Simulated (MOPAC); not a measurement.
Potential energy surface of H2B, doublet: map of symmetric stretch and bend. Scanned: B-H bond length and H-B-H angle.

Computed with PM6, unrestricted, heats of formation run with MOPAC.

Energy in kJ/mol above the lowest grid point; x is the B-H bond length (Å), y the H-B-H angle (°).

| y \ x | 1.01 | 1.06 | 1.12 | 1.18 | 1.25 | 1.30 | 1.38 | 1.43 | 1.48 | 1.55 | 1.61 |
|---|---|---|---|---|---|---|---|---|---|---|---|
| 180 | 128.0 | 315.9 | 264.3 | 235.1 | 223.5 | 226.9 | 247.4 | 267.2 | 290.7 | 327.7 | 361.5 |
| 170.66 | 124.5 | 76.6 | 46.0 | 39.8 | 57.0 | 81.9 | 138.3 | 181.1 | 227.9 | 297.7 | 351.7 |
| 162.10 | 116.7 | 68.2 | 36.9 | 29.9 | 46.2 | 70.4 | 125.4 | 167.2 | 212.7 | 279.5 | 334.3 |
| 151.54 | 105.3 | 56.0 | 23.8 | 15.9 | 31.1 | 54.5 | 108.2 | 149.2 | 193.8 | 259.5 | 315.5 |
| 140.91 | 96.6 | 46.5 | 13.5 | 4.8 | 19.1 | 42.0 | 95.0 | 135.5 | 179.8 | 245.5 | 302.3 |
| 131.09 | 93.8 | 43.1 | 9.3 | 0.0 | 13.7 | 36.2 | 88.6 | 128.8 | 173.0 | 238.6 | 296.0 |
| 118.90 | 100.0 | 48.3 | 13.7 | 3.6 | 16.4 | 38.3 | 89.9 | 129.7 | 173.5 | 238.9 | 296.3 |
| 112.35 | 108.4 | 56.2 | 21.0 | 10.4 | 22.6 | 44.2 | 95.3 | 134.8 | 178.3 | 243.3 | 300.5 |
| 99.16 | 137.5 | 83.8 | 47.2 | 35.3 | 46.4 | 67.1 | 116.7 | 155.4 | 198.0 | 261.9 | 318.0 |
| 91.73 | 161.7 | 106.8 | 69.1 | 56.3 | 66.4 | 86.5 | 135.3 | 173.4 | 215.4 | 278.4 | 333.8 |
| 80.78 | 209.5 | 151.9 | 111.5 | 96.7 | 104.9 | 123.9 | 171.1 | 304.7 | 328.8 | 366.5 | 400.7 |
| 70 | 387.2 | 315.5 | 257.9 | 225.5 | 212.8 | 216.7 | 239.4 | 261.2 | 287.2 | 328.1 | 365.4 |

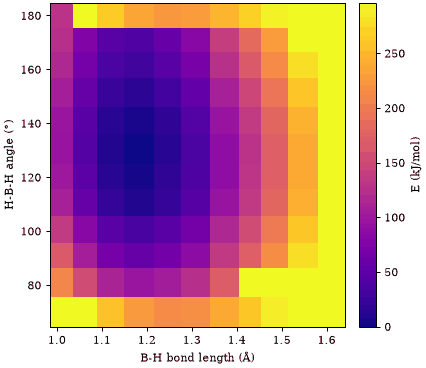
Fig. 1. Energy surface, cut off at 296 kJ/mol.

Points that lie below all their neighbours on the grid: x = 1.18, y = 131.09 (0.0 kJ/mol).
